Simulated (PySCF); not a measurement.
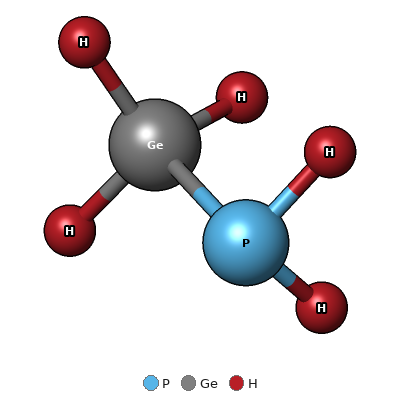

The molecule: GePH₅, SMILES [PH2][GeH3], singlet.

Simulated rotational absorption lines between 2 and 8 GHz at 5 K: rigid rotor with the equilibrium constants and dipole of one optimised conformer (PBE0-D3(BJ)/def2-SVP, PySCF 2.14.0), commonest isotopes; no centrifugal distortion, hyperfine structure, internal rotation or nuclear-spin weights; lines within 1 MHz of each other are summed. Lines of different type are drawn apart.

What are the rotational constants, and what kind of rotor is it?

Answer. Rotational constants A, B, C = 48.99, 3.778, 3.768 GHz; Ray's κ = −1.00, a prolate symmetric top.

Which dipole components drive the lines?

Answer.
|μa|, |μb|, |μc| = 0.38, 0.00, 0.77 D; c-type lines carry 82 % of the intensity in this range.

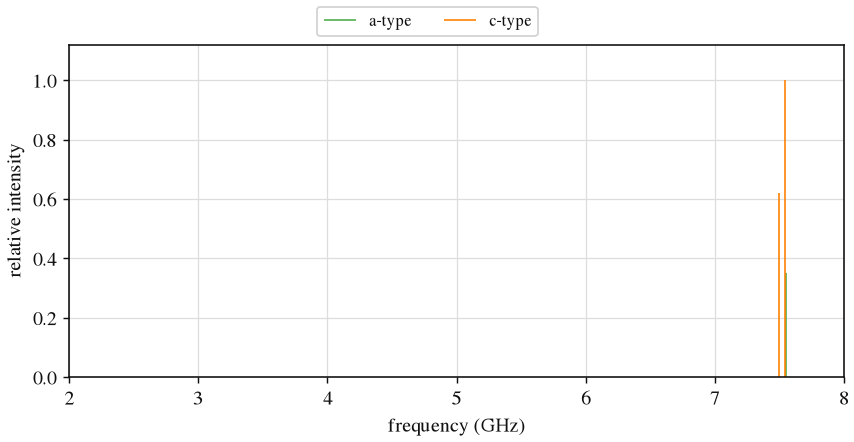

Known limits of this run: coarse grid, loose stop and no frequency check, small forces are noise and the end may be a saddle.
